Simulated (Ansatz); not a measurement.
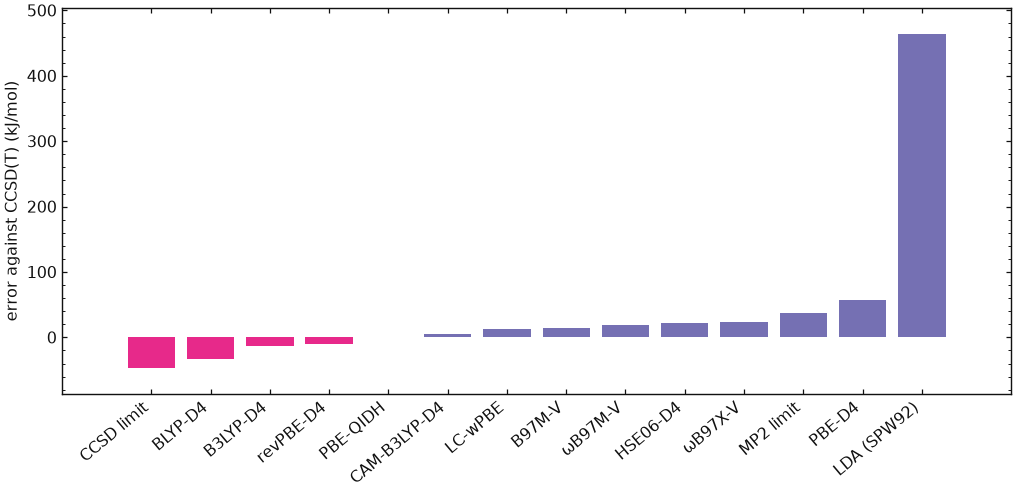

Error in the electronic atomisation energy (method less reference, so positive means overbinding) of C₂H₆SZn, SMILES CS[CH2][ZnH], singlet: functionals in def2-TZVPP against frozen-core CCSD(T) at the limit (MP2 extrapolated from triple and quadruple zeta, plus CCSD(T) less MP2 in a smaller set), which gives 3161.6 kJ/mol, at a PBE0-D4/def2-TZVP geometry (a minimum by its frequencies), no zero-point or spin-orbit term, the Ansatz code 0.2.0. The reference leaves out core correlation, a term that grows with the number of heavy atoms. Choice of cores on heavy atoms: Zn/Cu 3s3p. PBE-QIDH holds a correlation term that converges slowly with the basis, so part of the distance to the limit is basis error. No dispersion term is added to PBE-QIDH and LC-wPBE. Limit means the basis limit.

Q: Which of these levels overbind, and which underbind?

A: Overbind: HSE06-D4, ωB97X-V, MP2 limit, PBE-D4 and LDA (SPW92). Underbind: CCSD limit and BLYP-D4. Within 20 kJ/mol of zero, too close to call in view of what the reference leaves out: B3LYP-D4, revPBE-D4, PBE-QIDH, CAM-B3LYP-D4, LC-wPBE, B97M-V and ωB97M-V.

Q: What range do the values span?

A: From −46.5 kJ/mol (CCSD limit) to 463.2 kJ/mol (LDA (SPW92)).

Limits of at least one run: no scalar relativity up to krypton; one conformer of a flexible molecule.
